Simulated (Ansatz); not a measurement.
**NbAu2 (space group P6/mmm): energy against volume**

NbAu2 (space group P6/mmm)

```
NbAu2
1.0
    4.66046     0.00000     0.00000
   -2.33023     4.03607     0.00000
    0.00000     0.00000     2.74609
Nb Au
1 2
Direct
  0.00000   0.00000   0.00000
  0.66667   0.33333   0.50000
  0.33333   0.66667   0.50000
```

Equation-of-state scan: isotropic scaling of the cell above, V₀ being its volume. Symmetry pins the atoms to their sites.

Computed with r2SCAN (plane waves to 500 eV, PAW, scalar-relativistic; Ansatz, a quantum-chemistry and plane-wave program). k mesh 12×12×17 (Γ-centred), Fermi-Dirac smearing 0.05 eV. Energies are smeared free energies. Stress and pressure are positive under compression. With the shape held, the modulus is that of even scaling; a crystal free to change shape is softer. NbAu2 is run without spin polarisation. NbAu2 was relaxed with its symmetry unable to fall. Spin-orbit coupling is left out, though Au is heavy. ΔE is measured from the relaxed starting cell.

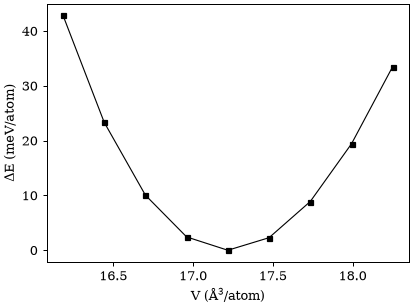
*ΔE (meV/atom) against V (Å³/atom); one marker a computed point.*

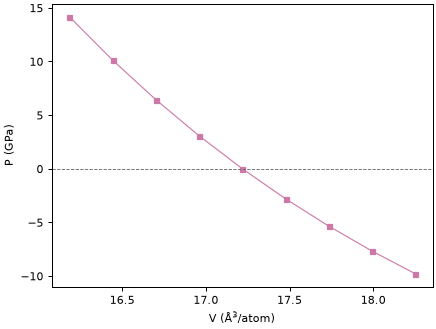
P (GPa) against V (Å³/atom); one marker a computed point.

The energy cost of the largest expansion is 34 meV/atom. The equilibrium volume of the fit is 17.22 Å³/atom and the bulk modulus at fixed cell shape B₀ (third-order Birch-Murnaghan fit) comes out as 195 GPa. The energy cost of the largest compression is 43 meV/atom and the pressure derivative B₀′ (fit) is 5.2.

(A scan under strain: stresses follow from slopes of the energy per volume, elastic moduli from its curvatures.)
